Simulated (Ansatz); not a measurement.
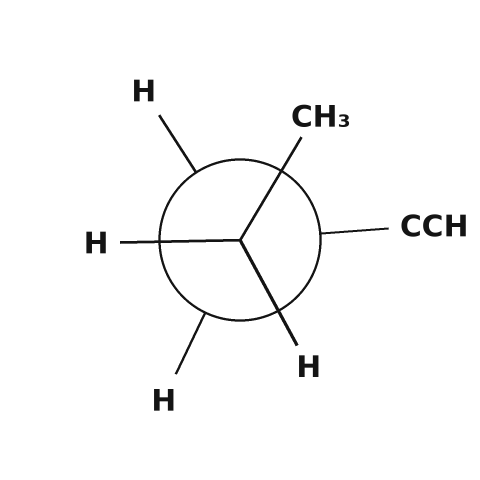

A Newman projection along the Si–Si bond, silicon in front; angles are drawn as computed, but eclipsed bonds slightly apart. Computed geometry: PBE-D4/def2-SVP optimisation. No frequency run is at hand to confirm it as a minimum.

Which molecule is it?

Answer. C3H8Si2, C#C[SiH2][SiH2]C

What is the torsion angle from the front CH3 to the back CCH? The sign is positive where the front bond must turn clockwise to cover the back bond.

Answer. 55°, synclinal (gauche). The conformation about this bond is staggered.
